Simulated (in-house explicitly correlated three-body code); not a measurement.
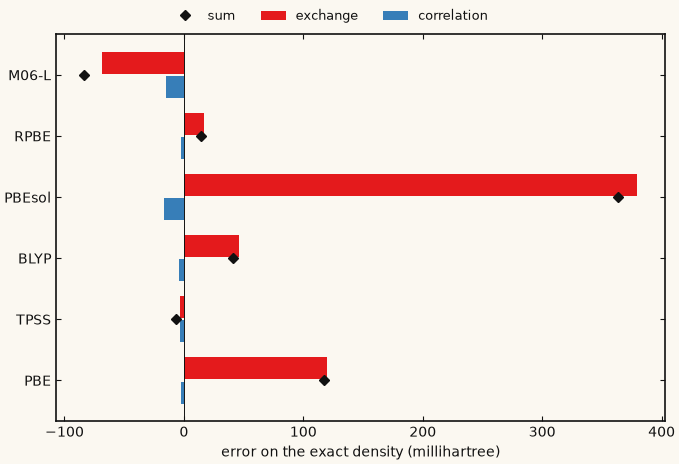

Two electrons around a point charge Z = 10.1. Computed variationally in 260 exponentially correlated functions with an in-house code, non-relativistic, converged to about 10⁻⁸ of the energy. The exact exchange and correlation energies are −6090 and −45.70 millihartree. The plot shows the errors of BLYP, M06-L, PBE, PBEsol, RPBE and TPSS, evaluated on the exact density.

> Rank the functionals.

By the size of the summed error (millihartree): TPSS −6.8, RPBE +15, BLYP +41, M06-L −84, PBE +117, PBEsol +363.
